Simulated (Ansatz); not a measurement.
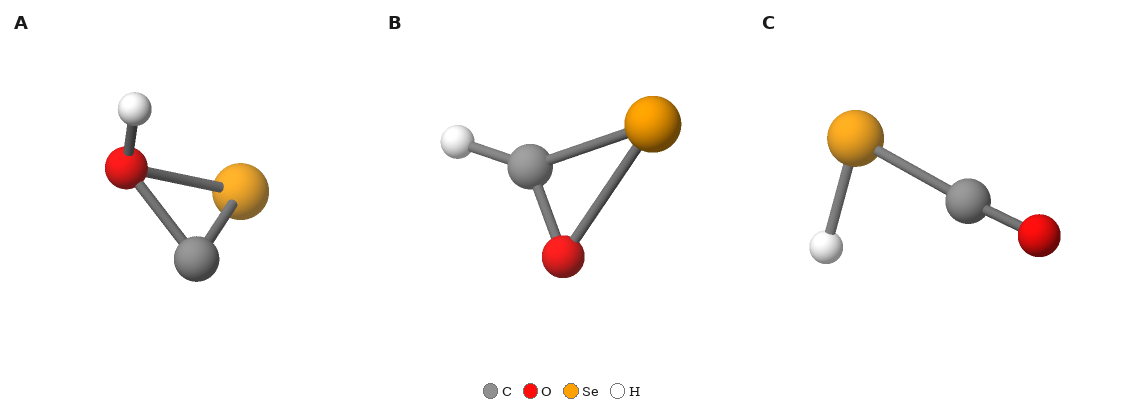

3 stationary structures of one formula. Charge +1, singlet. Geometries: PBE0-D4/def2-TZVP. Electronic energies: ωB97M-V/def2-TZVPP (Ansatz 0.2.0), without zero-point energy. No frequency run is at hand to confirm each as a minimum.

### Which is lowest in energy, and by how much?

C is lowest; B lies 48.2 kcal/mol above it (Cs), A lies 99.2 kcal/mol above it (C1).
